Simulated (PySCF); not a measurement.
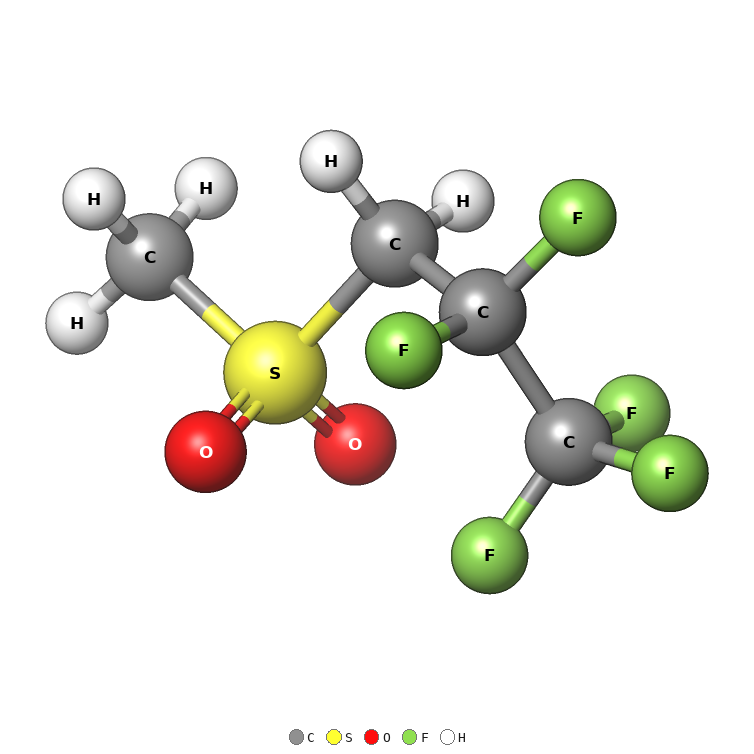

A ball-and-stick model of a molecule. Double and triple bonds are drawn as two and three sticks.

Computed geometry: GFN2-xTB optimisation. No frequency run is at hand to confirm it as a minimum.

Describe the molecule.

The molecule is C₄H₅F₅O₂S. As SMILES it reads `CS(=O)(=O)CC(F)(F)C(F)(F)F`. It has no ring. Among its groups: sulfone, C–F bond. Coordination: 4 C tetrahedral; 1 S tetrahedral.

The parts below concern this one geometry. Atoms keep their numbers from picture to picture.

## Shape

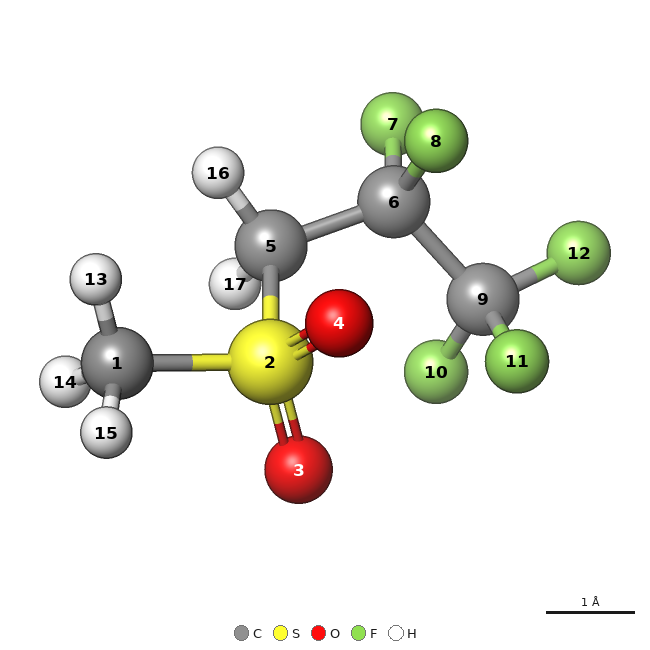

The atoms are numbered. No frequency run is at hand to confirm it as a minimum.

Which atoms are bonded, and how long are the bonds?

```csv
bond,length (Å),order
C1–S2,1.808,single
C1–H13,1.082,single
C1–H14,1.082,single
C1–H15,1.084,single
S2–O3,1.428,double
S2–O4,1.426,double
S2–C5,1.855,single
C5–C6,1.511,single
C5–H16,1.088,single
C5–H17,1.087,single
C6–F7,1.365,single
C6–F8,1.347,single
C6–C9,1.554,single
C9–F10,1.335,single
C9–F11,1.323,single
C9–F12,1.333,single
```

## Electronic properties

No frequency run is at hand to confirm it as a minimum. Properties computed with PBE0/pcSseg-1, gas phase (PySCF 2.14.0).

Computed properties:

- dipole moment: 5.58 D
- HOMO energy (Kohn–Sham orbital): −8.92 eV
- LUMO energy (Kohn–Sham orbital): 0.16 eV
- HOMO–LUMO gap: 9.08 eV

## NMR shielding

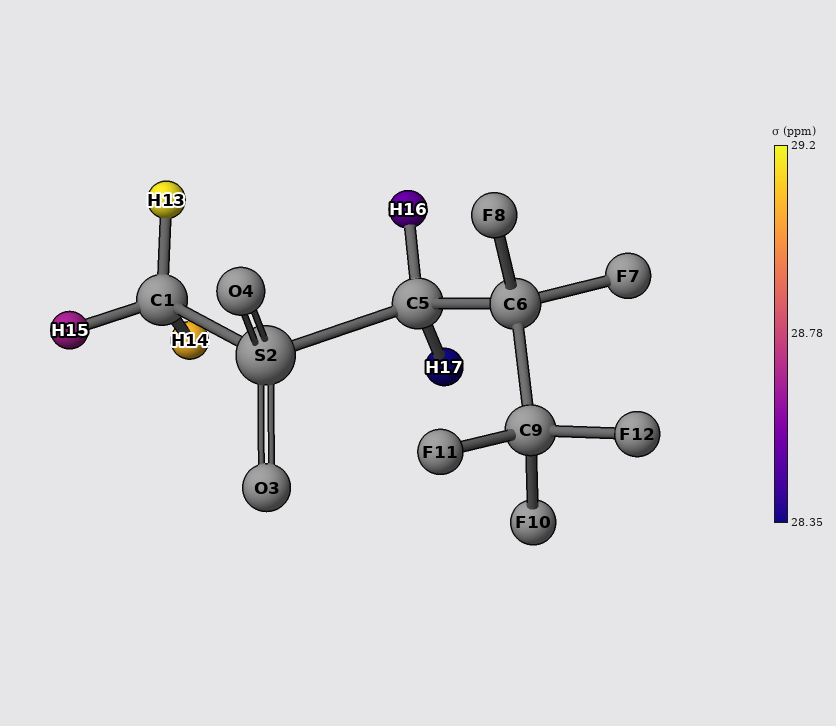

Atoms are coloured by their isotropic NMR shieldings (H only, the others grey). No frequency run is at hand to confirm it as a minimum. Properties computed with GIAO PBE0/pcSseg-1 NMR shielding, non-relativistic, gas phase (PySCF 2.14.0).

> Which H atom is the most shielded (lowest chemical shift)?

H13 (29.16 ppm).

> Which H atom is the least shielded (highest chemical shift)?

H17 (28.36 ppm).

> How wide is the range of H shifts?

0.80 ppm.

Give the isotropic NMR shieldings of the H atoms atom by atom.

```tsv
atom	σ (ppm)
H13	29.16
H14	29.08
H15	28.67
H16	28.51
H17	28.36
```

## Quadrupole coupling

No frequency run is at hand to confirm it as a minimum. Electric field gradients from the ground-state density, PBE0/pcSseg-1 (PySCF 2.14.0), non-relativistic apart from any core potentials.

Give the largest field-gradient component, the quadrupole coupling constant and the asymmetry for 33S at S2 (Q = −67.81 mb), 17O at O3 (Q = −25.6 mb), 17O at O4 (Q = −25.6 mb), 2H at H13 (Q = 2.86 mb), 2H at H14 (Q = 2.86 mb), 2H at H15 (Q = 2.86 mb), 2H at H16 (Q = 2.86 mb).

```json
{"atom": "S2", "V_zz (a.u.)": "0.347", "e²qQ/h (MHz)": "−5.52", "η": "0.91"}
{"atom": "O3", "V_zz (a.u.)": "1.317", "e²qQ/h (MHz)": "−7.92", "η": "0.04"}
{"atom": "O4", "V_zz (a.u.)": "1.303", "e²qQ/h (MHz)": "−7.84", "η": "0.08"}
{"atom": "H13", "V_zz (a.u.)": "0.318", "e²qQ/h (MHz)": "0.214", "η": "0.04"}
{"atom": "H14", "V_zz (a.u.)": "0.319", "e²qQ/h (MHz)": "0.214", "η": "0.04"}
{"atom": "H15", "V_zz (a.u.)": "0.316", "e²qQ/h (MHz)": "0.212", "η": "0.04"}
{"atom": "H16", "V_zz (a.u.)": "0.304", "e²qQ/h (MHz)": "0.204", "η": "0.05"}
```
